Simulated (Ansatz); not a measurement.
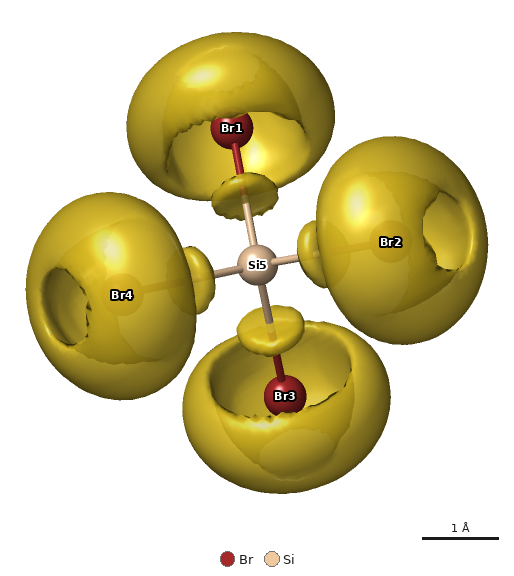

Figure. Br$_{4}$Si (SMILES Br[Si](Br)(Br)Br). Isosurface of the electron localisation function at 0.8 (yellow), seen across its widest extent. Only the valence region is drawn (cores and ρ < 0.01 e/Å³ removed).

Geometry: PBE0-D3(BJ)/pcseg-1.

Computed with Ansatz 0.2.0, isolated molecule in a Gaussian basis; Kohn-Sham density functional theory, functional PBE0.

```xyz
5

Br   -2.1506   -2.0135   -0.6715
Br    0.2058    0.7083   -0.4862
Br    1.2550   -2.6427    0.3294
Br   -0.9730   -0.8644    2.5359
Si   -0.4157   -1.2030    0.4268
```

Q: What do the ELF domains correspond to?

A: The ELF exceeds this value in four regions between bonded Br–Si atoms (shared pairs) and four rings or bowls of non-bonding electrons around Br. Along the contacts the grid gives the following. Si–Br (2.21 Å): the ELF peaks at about 0.85 between the atoms: a shared but strongly polarised pair.
